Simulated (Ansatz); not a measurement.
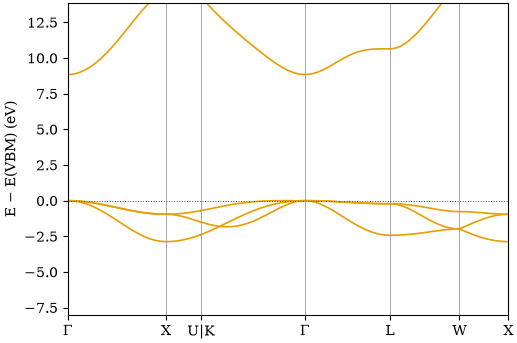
Band structure from PBE (plane waves, PAW; program Ansatz)

Q: Read off the gap and where the band edges lie.

A: About 8.8 eV (8.84 eV by a search for the band edges); maximum on the K–Γ line, 82 % of the way from K, minimum at Γ.

The material is LiF (rock salt, Fm-3m).

The cell was relaxed with PBE under the symmetry of its start.

Potentials: the earlier of the program's two PAW sets.
